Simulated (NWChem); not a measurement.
# C2H5ClSi (SMILES ClC1C[SiH2]1): levels of theory compared

We compute a comparison of 6 runs (HF/def2-SVP, B3LYP/6-31G*, B3LYP/def2-SVP, M06-2X/def2-SVP, PBE0/def2-SVP, MP2/def2-SVP) of C2H5ClSi. 

Program for the calculation: NWChem 7.3.0.

4 further runs of the same task are left out: 4 set aside as unsound or not needed. Runs told in other sessions of the task aren't counted.

**1. The molecule**

C2H5ClSi has 9 atoms, charge 0, and is taken as a singlet. SMILES: `ClC1C[SiH2]1`. The C2–H5 distance was set to 1.410 Å, away from the relaxed value.

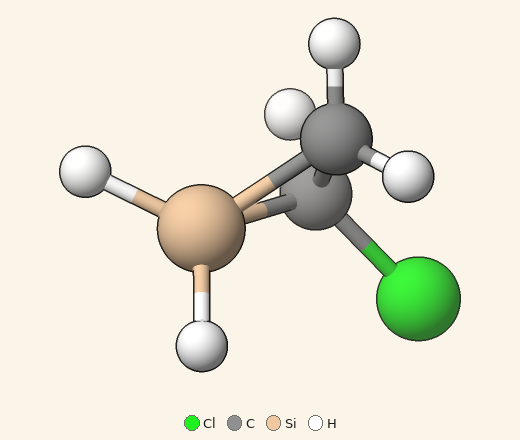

Viewed from a chosen angle; chlorine green, carbon grey, silicon light orange, hydrogen white.

**2. A single-point energy at HF/def2-SVP (run 1)**

c2h5clsi.nw reads:

```
start c2h5clsi
title "C2H5ClSi energy"
memory total 2200 mb
charge 0
geometry units angstrom noautosym nocenter noautoz
   Cl      -0.473113      -0.711503      -2.246921
   C       -0.305513       0.078597      -0.682521
   C        1.067487       0.010197      -0.006921
   Si      -0.280413      -0.870003       0.911279
   H       -0.899600       1.356600      -0.714500
   H        1.796387      -0.617203      -0.510821
   H        1.482787       0.953997       0.331479
   H       -0.315713      -2.343003       0.846079
   H       -0.886813      -0.263103       2.114679
end
basis spherical bse
   * library def2-SVP
end
scf
   singlet
   rhf
   thresh 1e-08
   maxiter 80
   noprint "final vectors analysis"
end
task scf
```

The run is started by

```bash
$ nwchem c2h5clsi.nw > c2h5clsi.out
```

Standard output:

```text
[...]
  functions       =    89
[...]
  wavefunction    = RHF
[...]
         Total SCF energy =   -826.683430801924
      One-electron energy =  -1540.219768559221
      Two-electron energy =    513.013908095513
 Nuclear repulsion energy =    200.522429661785
        Time for solution =      8.0s
[...]
```

Run time: 8.7 s. Hardware: 1 thread of AMD EPYC 9R45 (Zen 5), shared host; peak memory 0.099 GiB.

**3. The energy at B3LYP/6-31G(d) (spherical functions) (run 2)**

c2h5clsi.nw reads:

```
START c2h5clsi
memory total 2200 mb

GEOMETRY units angstrom noautosym nocenter noautoz
Cl    -0.473113    -0.711503    -2.246921
C     -0.305513     0.078597    -0.682521
C      1.067487     0.010197    -0.006921
Si    -0.280413    -0.870003     0.911279
H     -0.899600     1.356600    -0.714500
H      1.796387    -0.617203    -0.510821
H      1.482787     0.953997     0.331479
H     -0.315713    -2.343003     0.846079
H     -0.886813    -0.263103     2.114679
END

BASIS spherical bse
* library 6-31G*
END

DFT
xc b3lyp
mult 1
grid xfine
convergence energy 1e-08
iterations 100
mulliken
END

TASK dft
```

The run is started by

```bash
$ nwchem c2h5clsi.nw > c2h5clsi.out
```

Standard output:

```text
[...]
          Wavefunction type:  closed shell.
          No. of atoms     :     9
          No. of electrons :    48
[...]
          Charge           :     0
          Spin multiplicity:     1
[...]
          AO basis - number of functions:    74
[...]
              XC Information
              --------------
                         B3LYP Method XC Potential
                     Hartree-Fock (Exact) Exchange  0.200
                        Slater Exchange Functional  0.800 local
                    Becke 1988 Exchange Functional  0.720 non-local
              Lee-Yang-Parr Correlation Functional  0.810
                  VWN I RPA Correlation Functional  0.190 local
[...]
 d= 0,ls=0.0,diis     1   -828.7665254090 -1.03D+03  1.15D-02  3.94D-01     2.4
[...]
 d= 0,ls=0.0,diis    10   -828.8175914658 -1.71D-09  4.46D-07  6.52D-10    19.9
         Total DFT energy =     -828.817591465800
      One electron energy =    -1541.211220514392
           Coulomb energy =      573.745139170563
    Exchange-Corr. energy =      -61.873939783755
 Nuclear repulsion energy =      200.522429661785
[...]
      Total Density - Mulliken Population Analysis
     ---------------------------------------------
    Atom       Charge   Shell Charges
 -----------   ------   -------------------------------------------------------
    1 Cl  17    17.04   2.00  2.00  5.97  1.41  3.60  0.53  1.50  0.03
    2 C    6     6.31   2.00  0.67  1.93  0.70  0.98  0.04
    3 C    6     6.44   2.00  0.67  2.11  0.62  1.01  0.03
    4 Si  14    13.63   2.00  2.00  5.96  0.98  1.92  0.23  0.37  0.17
    5 H    1     0.88   0.43  0.45
    6 H    1     0.80   0.52  0.29
    7 H    1     0.81   0.52  0.29
    8 H    1     1.04   0.51  0.53
    9 H    1     1.05   0.51  0.54
[...]
```

It took 20 s on 1 thread of AMD EPYC 9R45 (Zen 5), shared host; peak memory 0.14 GiB.

Runs 3 to 5 aren't shown in full; the table further down has their settings and results.

**4. A single-point energy at MP2/def2-SVP (run 6)**

c2h5clsi.nw reads:

```
START c2h5clsi
TITLE "C2H5ClSi mp2"
memory total 2200 mb
GEOMETRY units au noautosym nocenter noautoz
Cl -0.89405400 -1.34454581 -4.24606531
C  -0.57733590  0.14852680 -1.28977776
C   2.01725807  0.01926954 -0.01307879
Si -0.52990377 -1.64406740  1.72206773
H  -1.69999762  2.56360246 -1.35020932
H   3.39467944 -1.16634463 -0.96531179
H   2.80206133  1.80279305  0.62640453
H  -0.59661110 -4.42763398  1.59885759
H  -1.67583369 -0.49719261  3.99616415
END
BASIS spherical bse
* library def2-SVP
END
SCF
thresh 1e-08
maxiter 80
END
MP2
freeze core 12
tight
END
TASK mp2 energy
```

The run is started by

```bash
$ nwchem c2h5clsi.nw > c2h5clsi.out
```

Standard output:

```text
[...]
  functions       =    89
[...]
  wavefunction    = RHF
[...]
         Total SCF energy =   -826.683430783152
      One-electron energy =  -1540.219739952999
      Two-electron energy =    513.013893820813
 Nuclear repulsion energy =    200.522415349034
        Time for solution =      7.8s
[...]
          Total MP2 energy          -827.199847907166
[...]
```

It took 9.9 s on 1 thread of AMD EPYC 9R45 (Zen 5), shared host; peak memory 0.21 GiB.

**5. The series**

```
run                               level  iteration cap  module  energy (Eh)  dipole moment (D) of the reference  wall time
  1                         HF/def2-SVP             80     scf  -826.683431                                2.26      8.7 s
  2  B3LYP/6-31G* (spherical functions)            100     dft  -828.817591                                1.97       20 s
  3                      B3LYP/def2-SVP            100     dft  -828.565273                                1.72       24 s
  4                     M06-2X/def2-SVP            100     dft  -828.457659                                1.91       28 s
  5                       PBE0/def2-SVP            100     dft  -828.163211                                1.81       19 s
  6                        MP2/def2-SVP             80     mp2  -827.199848                                   –      9.9 s
```

**6. Outcome**

```
                                           quantity          value
                                run 6: total energy  -827.19985 Eh
         run 6: HOMO energy (Hartree–Fock orbitals)       -9.60 eV
         run 6: LUMO energy (Hartree–Fock orbitals)        3.37 eV
       run 6: HOMO–LUMO gap (Hartree–Fock orbitals)       12.97 eV
run 6: correlation energy (12 core orbitals frozen)     -516.4 mEh
```

What this shows: Over runs 1, 2, 3, 4, 5 the dipole moment (its size) runs from 1.72 D (B3LYP/def2-SVP) to 2.26 D (HF/def2-SVP). Over runs 2, 3, 5 the HOMO–LUMO gap runs from 6.42 eV (B3LYP/6-31G*) to 6.95 eV (PBE0/def2-SVP). The two ends differ in method and basis. Totals of different functionals can't be ranked against each other. All runs together took 1.8 min, the longest 28 s.
